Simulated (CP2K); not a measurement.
# WCl4O (SMILES O=[W](Cl)(Cl)(Cl)Cl): GFN1-xTB

What is the energy change on altering one bond length of WCl4O at GFN1-xTB? 

Program for the calculation: CP2K 2026.2.

2 further runs of the same task are left out: 1 that didn't finish, 1 set aside as unsound or not needed.

## Step 1: Starting point

The species is WCl4O (6 atoms), meant as a singlet with charge 0. SMILES: `O=[W](Cl)(Cl)(Cl)Cl`. The coordinates come from a PBE0-D4/def2-TZVP relaxation.

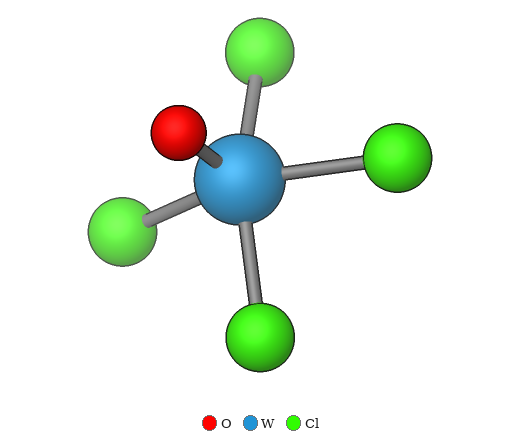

The structure, seen from a chosen angle (oxygen red, tungsten blue, chlorine green).

## Step 2: The energy at GFN1-xTB

File job.inp:

```
&GLOBAL
 PROJECT_NAME job
 RUN_TYPE ENERGY
 PRINT_LEVEL MEDIUM
&END

&FORCE_EVAL
 METHOD QUICKSTEP
 &DFT
  &QS
   METHOD XTB
   EPS_DEFAULT 1.0E-10
   &XTB
    GFN_TYPE 1
    CHECK_ATOMIC_CHARGES F
   &END
  &END
  &POISSON
   PERIODIC NONE
   POISSON_SOLVER ANALYTIC
  &END
  &SCF
   SCF_GUESS ATOMIC
   EPS_SCF 1.0E-07
   MAX_SCF 100
   ADDED_MOS 2
   &DIAGONALIZATION
    ALGORITHM STANDARD
   &END
   &MIXING
    METHOD BROYDEN_MIXING
    ALPHA 0.2
    NBUFFER 8
   &END
   &SMEAR ON
    METHOD FERMI_DIRAC
    ELECTRONIC_TEMPERATURE [K] 300
   &END
  &END
  &PRINT
   &MOMENTS
    PERIODIC F
    REFERENCE COM
    MAX_MOMENT 1
   &END
   &MO ON
    ENERGIES T
    OCCUPATION_NUMBERS T
    NDIGITS 6
    &EACH
     QS_SCF 0
    &END
    ADD_LAST NUMERIC
   &END
   &HIRSHFELD OFF
   &END
  &END
 &END
 &SUBSYS
  &CELL
   ABC 11.8 10.4 11.8
   PERIODIC NONE
  &END
  &COORD
   O     -0.010050    -1.747150     0.186510
   W     -0.000510    -0.089070     0.009510
   Cl     1.915280     0.567920     1.072290
   Cl    -1.910010     0.350500    -1.170330
   Cl     1.129180     0.249450    -1.950250
   Cl    -1.123900     0.668360     1.852270
  &END
  &TOPOLOGY
   &CENTER_COORDINATES
   &END
  &END
 &END
&END
```

Launch:

```bash
$ OMP_NUM_THREADS=1 cp2k.psmp -i job.inp -o job.out
```

Log:

```text
CP2K| version string:                                       CP2K version 2026.2
[...]
 GLOBAL| Method name                                                        CP2K
[...]
 GLOBAL| Run type                                                         ENERGY
[...]
                             - Atoms:                                          6
[...]
                             - Spherical basis functions:                     49
[...]
 Number of electrons:                                                         40
[...]
     1 NoMix/Diag. 0.20E+00    0.0     1.81538575       -23.9364119714 -2.39E+01
[...]
    32 Broy./Diag. 0.20E+00    0.0     0.00000003       -24.2265263075 -1.39E-07
  *** SCF run converged in    32 steps ***
[...]
  Fermi energy:                                                -0.41491866032874
[...]
 TB_DIPOLE| Moment [Debye]          0.00889552       1.52948555      -0.16327917
 TB_DIPOLE| Derivative [a.u.]       0.00000000       0.00000000       0.00000000
[...]
 ENERGY| Total FORCE_EVAL ( QS ) energy [hartree]            -24.226526307481514
[...]
```

Wall time 0.28 s (1 thread of Arm Neoverse V2, shared host).

## Step 3: The distorted shape at the same level

File molecule.inp:

```
&GLOBAL
 PROJECT molecule
 RUN_TYPE ENERGY
 PRINT_LEVEL MEDIUM
&END

&FORCE_EVAL
 METHOD Quickstep
 &DFT
  &QS
   METHOD XTB
   EPS_DEFAULT 1.0E-10
   &XTB
    GFN_TYPE 1
    CHECK_ATOMIC_CHARGES F
   &END
  &END
  &POISSON
   PERIODIC NONE
   POISSON_SOLVER ANALYTIC
  &END
  &SCF
   SCF_GUESS ATOMIC
   EPS_SCF 1.0E-07
   MAX_SCF 100
   ADDED_MOS 2
   &DIAGONALIZATION
    ALGORITHM STANDARD
   &END
   &MIXING
    METHOD BROYDEN_MIXING
    ALPHA 0.2
    NBUFFER 8
   &END
   &SMEAR ON
    METHOD FERMI_DIRAC
    ELECTRONIC_TEMPERATURE [K] 300
   &END
  &END
  &PRINT
   &MOMENTS
    PERIODIC F
    REFERENCE COM
    MAX_MOMENT 1
   &END
   &MO ON
    ENERGIES T
    OCCUPATION_NUMBERS T
    NDIGITS 6
    &EACH
     QS_SCF 0
    &END
    ADD_LAST NUMERIC
   &END
   &HIRSHFELD OFF
   &END
  &END
 &END
 &SUBSYS
  &CELL
   ABC 11.8 10.7 11.8
   PERIODIC NONE
  &END
  &COORD
   O     -0.011481    -1.995905     0.213065
   W     -0.000510    -0.089070     0.009510
   Cl     1.915280     0.567920     1.072290
   Cl    -1.910010     0.350500    -1.170330
   Cl     1.129180     0.249450    -1.950250
   Cl    -1.123900     0.668360     1.852270
  &END
  &TOPOLOGY
   &CENTER_COORDINATES
   &END
  &END
 &END
&END
```

Launch:

```bash
$ OMP_NUM_THREADS=1 cp2k.psmp -i molecule.inp -o molecule.out
```

Log:

```text
CP2K| version string:                                       CP2K version 2026.2
[...]
 GLOBAL| Method name                                                        CP2K
[...]
 GLOBAL| Run type                                                         ENERGY
[...]
                             - Atoms:                                          6
[...]
                             - Spherical basis functions:                     49
[...]
 Number of electrons:                                                         40
[...]
     1 NoMix/Diag. 0.20E+00    0.0     1.87828558       -23.8009393382 -2.38E+01
[...]
    27 Broy./Diag. 0.20E+00    0.0     0.00000009       -24.1881592250 -4.03E-07
  *** SCF run converged in    27 steps ***
[...]
  Fermi energy:                                                -0.41726822246285
[...]
 TB_DIPOLE| Moment [Debye]          0.01511311       2.61079375      -0.27871413
 TB_DIPOLE| Derivative [a.u.]       0.00000000       0.00000000       0.00000000
[...]
 ENERGY| Total FORCE_EVAL ( QS ) energy [hartree]            -24.188159225020058
[...]
```

Wall time 0.26 s (1 thread of Arm Neoverse V2, shared host).

## Step 4: What came out

Level: GFN1-xTB.

```
                                                         quantity          value
                                        first shape: total energy   -24.22653 Eh
           first shape: dipole moment (from atomic charges alone)         1.54 D
                                         first shape: HOMO energy      -13.52 eV
                                         first shape: LUMO energy      -10.41 eV
                                       first shape: HOMO–LUMO gap        3.11 eV
                                   first shape: dispersion energy  -11.23 kJ/mol
                                    distorted shape: total energy   -24.18816 Eh
       distorted shape: dipole moment (from atomic charges alone)         2.63 D
                                     distorted shape: HOMO energy      -13.58 eV
                                     distorted shape: LUMO energy      -10.48 eV
                                   distorted shape: HOMO–LUMO gap        3.10 eV
                               distorted shape: dispersion energy  -11.16 kJ/mol
energy change with the O1–W2 bond stretched from 1.668 to 1.918 Å       1.044 eV
```

What this shows: With the O1–W2 bond stretched from 1.668 to 1.918 Å the energy rises by 1.04 eV (101 kJ/mol). The first shape isn't relaxed at this level, so the change isn't measured from a minimum. The dipole (first shape) comes from point charges on the atoms alone, without atomic dipoles, so it is partial. The dipole (distorted shape) comes from point charges on the atoms alone, without atomic dipoles, so it is partial.
